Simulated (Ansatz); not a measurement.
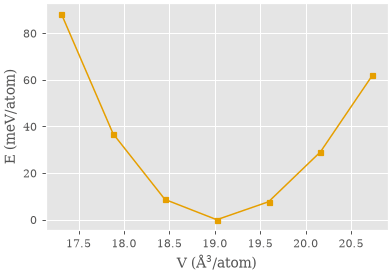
*AgW (rock salt, Fm-3m) under volume change, DFT-PBE in the program Ansatz with PAW potentials, scaled uniformly.*

Question: What does a third-order Birch–Murnaghan fit give for V₀, B₀ and B′?

Answer: V₀ = 19.02 Å³/atom, B₀ = 153 GPa, B′ = 4.9.

The start of the workflow was typed in or built on a structure type; neither database checked (COD, Materials Project) lists it. Whether it is the stable phase at ambient conditions was not checked. The cell was relaxed with PBE under the symmetry of its start; its stability against distortions is not shown here. The run is not spin-polarised. The volume moved by 16 % from the start of the relaxation. Its formation energy is positive at this level, so the cell may be metastable or incomplete. Scalar-relativistic: spin–orbit coupling is off unless named, which matters more the heavier the elements.

Potentials: the earlier of the program's two PAW sets.
